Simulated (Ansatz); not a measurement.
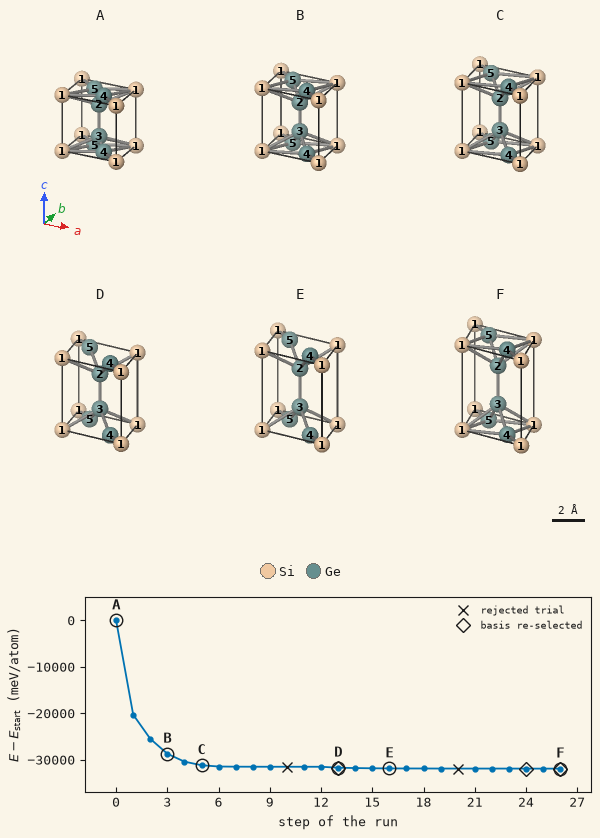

Frames of a relaxation of solid SiGe4 (a generated structure, set up in Cmmm) (coarse preliminary run), marked on the history of the run. A ball-and-stick model of the cell of the calculation, seen slightly off an axis.

Level of theory: DFT PBE, scalar-relativistic, plane waves, PAW (Ansatz 0.2.0). Settings: plane-wave cutoff 420 eV; k-point mesh 4 × 4 × 6; occupations gaussian; smearing width 0.1 eV; no spin polarisation; cell and atoms relaxed; force threshold 0.04 eV/Å; at most 70 steps.

Q: Describe the path.

A: The largest moves relative to the cell, 0.68 Å, are those of Ge4 and Ge5. Ge4 goes along [1 −1 0]. Si stays in place. The drawn cell changes as follows: a = b 4.498 → 5.619 Å (+24.9 %), c 3.655 → 5.541 Å (+51.6 %), γ 114.5° → 130.2°; the volume changes by +98.6 %. Near-neighbour distances that change, for instance: Ge4–Ge5 2.002 → 4.055 Å, Ge2–Ge3 1.571 → 3.030 Å, Ge2–Ge4 1.272 → 2.531 Å, Si1–Ge4 2.631 → 3.116 Å. Bonds break: Ge2–Ge3 (1.57 → 3.03 Å). Bond angles that change, for instance: Ge2–Si1–Ge2 144.2° → 114.7°, Si1–Ge3–Si1 144.2° → 114.7°, Si1–Ge3–Ge2 107.9° → 122.6°. The space group stays Cmmm (No. 65). After 21 accepted moves (26 points after the start) the energy has fallen by 31880 meV per atom. The largest force component goes from 210 to 0.034 eV/Å. Pressure: 631.99 GPa at the start and 0.12 GPa at the end. The line search rejected the trial steps at points 10, 20 of the run. The SCF was repeated 3 times at an unchanged geometry on a basis and grid sized afresh for the cell, which shifted the energy by 202 meV per atom at most. Cost: 2.5 min on 1 thread of Arm Neoverse V2 (shared host), peak memory 0.5 GiB. From step 0 to 3: Ge atoms move most (0.45 Å), volume +24.8 %, energy −28682 meV per atom. From step 3 to 5: Ge atoms move most (0.26 Å), volume +16.8 %, energy −2469 meV per atom. From step 5 to 13: Ge atoms move most (0.23 Å), volume +11.3 %, energy −531 meV per atom. From step 13 to 16: Ge atoms move most (0.11 Å), volume +14.6 %, energy −153 meV per atom. From step 16 to 26: Ge atoms move most (0.32 Å), volume +6.8 %, energy −44.6 meV per atom.

```csv
step,"E − E(0), meV/atom","largest force component, eV/Å","pressure, GPa","volume, Å³/atom",note
0,0.00,211.9966,631.99,13.457,
1,-20271.05,77.8492,298.21,14.092,
2,-25463.82,42.9685,175.23,15.448,
3,-28682.15,21.7602,97.44,16.796,
4,-30378.35,10.1609,51.44,18.237,
5,-31151.43,4.0104,25.54,19.625,
6,-31424.89,1.3396,10.03,20.897,
7,-31463.16,0.1729,-2.04,22.167,
8,-31471.36,0.2291,-0.91,22.010,
9,-31478.12,0.1871,-0.34,21.898,
10,-31464.33,0.9681,1.04,21.745,rejected
11,-31480.27,0.1402,-0.10,21.848,
12,-31480.87,0.0109,0.12,21.840,
13,-31682.39,0.0319,9.29,21.840,"same geometry, new basis"
14,-31757.75,0.1666,5.62,22.934,
15,-31809.55,0.1069,2.67,24.096,
16,-31835.89,0.1225,0.94,25.023,
17,-31846.98,0.1006,-0.13,25.727,
18,-31851.15,0.1963,0.07,25.783,
19,-31864.81,0.0819,0.94,25.698,
20,-31857.56,0.6748,0.99,26.250,rejected
21,-31868.20,0.0765,0.35,26.043,
22,-31868.80,0.1123,-0.14,26.418,
23,-31869.02,0.0035,-0.02,26.320,
24,-31878.66,0.0069,0.61,26.320,"same geometry, new basis"
25,-31880.43,0.0342,0.13,26.731,
26,-31880.49,0.0343,0.12,26.731,"same geometry, new basis"
```
